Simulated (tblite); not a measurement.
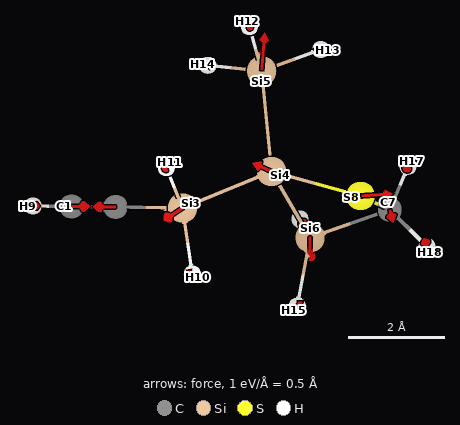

Starting geometry of C3H10SSi4 with the computed forces as red arrows. Style: ball-and-stick. Shown face on.

The calculation used GFN2-xTB geometry optimisation, gas phase in tblite. 

Question: Is this structure relaxed? If not, where do the atoms go?

Answer: It isn't relaxed: the largest force vector, on a Si atom, is 2.44 eV/Å. The final displacements have little in common with the starting forces (cosine between the two patterns 0.19). An H atom moves most after the best rigid fit: 1.08 Å. By element the largest moves are H 1.08 Å, S 0.46 Å, C 0.44 Å, Si 0.39 Å. Among the contacts that change: Si–Si 2.216 → 2.356 Å, Si–Si 2.237 → 2.351 Å, S–Si 2.133 → 2.223 Å, H–Si 1.503 → 1.467 Å. Bond angles that change, for instance: Si–Si–S 117.6° → 107.8°, Si–C–S 95.9° → 105.0°, Si–Si–S 116.5° → 109.4°. Groups turn about C–S by about 30°, C–Si by about 30°, S–Si by about 30°. The energy falls by 0.784 eV in 107 geometry steps. The run took 5.4 s on 1 thread of Intel(R) Xeon(R) Processor @ 2.50GHz (shared host).
